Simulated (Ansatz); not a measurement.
```xyz
9

O    -2.4507    0.2137   -0.5508
O    -1.0777   -0.8221    1.6483
Si   -2.3761   -0.6145    0.8031
Si    0.3687   -1.0504    2.6079
H    -1.7615    0.6909   -1.0400
H    -3.6570   -1.1843    1.2068
H     0.8077   -2.4229    2.2797
H     1.2994    0.0007    2.1450
H    -0.0796   -0.8784    4.0053
```

Geometry: B3LYP-D3(BJ)/def2-SVP.

Level of theory: isolated molecule in a Gaussian basis; Kohn-Sham density functional theory, functional PBE0 in Ansatz.

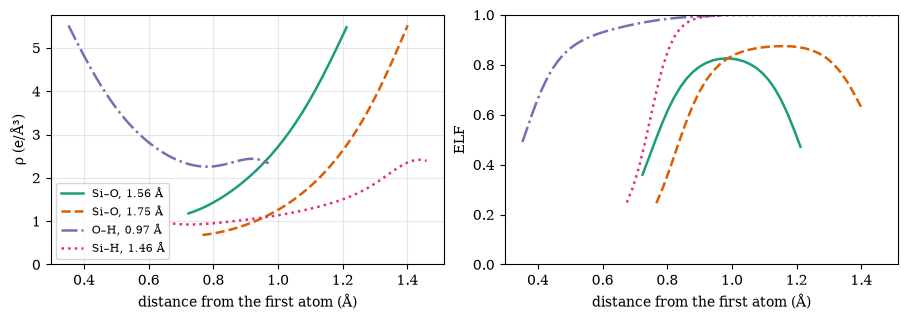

H5O2Si2 (SMILES O[SiH+]O[SiH3]) (charge +1). Electron density and ELF along straight lines between neighbouring atoms. The curves leave out the atomic cores.

Compare the contacts.

Answer. Si–O (1.56 Å): the density is about 1.4 e/Å³ at the midpoint; the ELF peaks at about 0.85 between the atoms (a short, strongly polar bond).
Si–O (1.75 Å): the density is about 0.85 e/Å³ at the midpoint; the ELF peaks at about 0.85 between the atoms; a polar covalent bond.
O–H (0.97 Å): the density is about 3.8 e/Å³ at the midpoint; the ELF climbs to about 1 towards the hydrogen, as it does in any bond to H (a covalent bond by its length).
Si–H (1.46 Å): ρ at the midpoint is about 0.92 e/Å³; the ELF climbs to about 1 towards the hydrogen.
